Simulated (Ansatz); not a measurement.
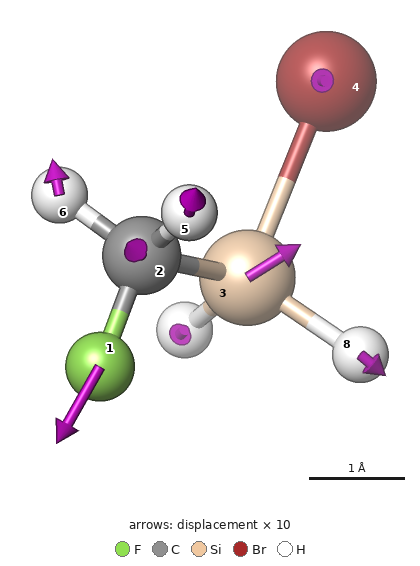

This is a relaxation of CH₄BrFSi (coarse preliminary run). The starting structure is drawn; purple arrows show the displacements, 10 times their true length. The two geometries are superimposed by the best rigid fit.

A ball-and-stick model, seen from a free direction.

The start comes from a force field.

Theory: RKS PBE-D4/def2-SVP (Ansatz).

Input
```yaml
crystal:
  periodic: [false, false, false]
  atoms:
    - {symbol: F, position_ang: [-0.769300, 1.725000, 0.313900]}
    - {symbol: C, position_ang: [0.151100, 0.949400, -0.194900]}
    - {symbol: Si, position_ang: [-0.272000, -0.797800, 0.198000]}
    - {symbol: Br, position_ang: [1.435300, -2.096000, -0.611900]}
    - {symbol: H, position_ang: [1.106100, 1.264800, 0.227300]}
    - {symbol: H, position_ang: [0.204000, 1.138500, -1.274400]}
    - {symbol: H, position_ang: [-1.501600, -1.229900, -0.387700]}
    - {symbol: H, position_ang: [-0.261500, -1.011200, 1.673900]}
basis:
  gaussian: {orbitals: def2-SVP}
hamiltonian: {xc: pbe, dispersion: d4}
relax: {f_tol: 0.03, max_steps: 200}
```

Command:
```bash
ansatz run in.yaml --threads 4 --pin off --events-out ev --progress --plain --max-ram 10444MiB
```

### Describe the change and its energy.

Over 6 geometry steps the energy falls by 31.7 kJ/mol. Largest force component: 3.2 eV/Å at the start, 0.0027 eV/Å at the end. The largest move after the best rigid fit is that of F1, 0.094 Å. Largest moves by element: F 0.094 Å, Si 0.067 Å, H 0.049 Å, C 0.037 Å, Br 0.034 Å. Among the contacts that change: F1–C2 1.307 → 1.395 Å, Si3–H7 1.429 → 1.500 Å, C2–Si3 1.840 → 1.908 Å, Si3–Br4 2.293 → 2.246 Å. Bond angles that change, for instance: Br4–Si3–H8 105.3° → 109.1°, C2–Si3–H7 113.4° → 110.2°, F1–C2–H5 107.1° → 109.8°. The run took 7.5 s on 4 threads of Arm Neoverse V1, on a shared host.
